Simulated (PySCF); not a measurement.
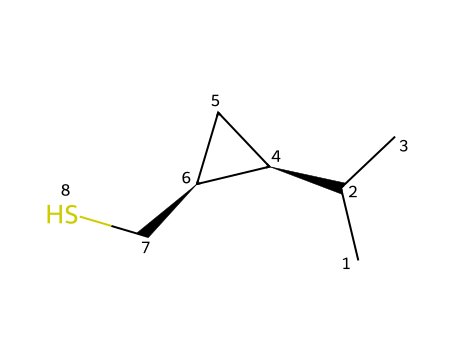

A structural formula, with wedges where it has stereocentres; small numbers name the atoms. The configuration is that of a computed structure (PBE0-D3(BJ)/def2-SVP).

> Assign CIP descriptors.

C4: S; C6: S.
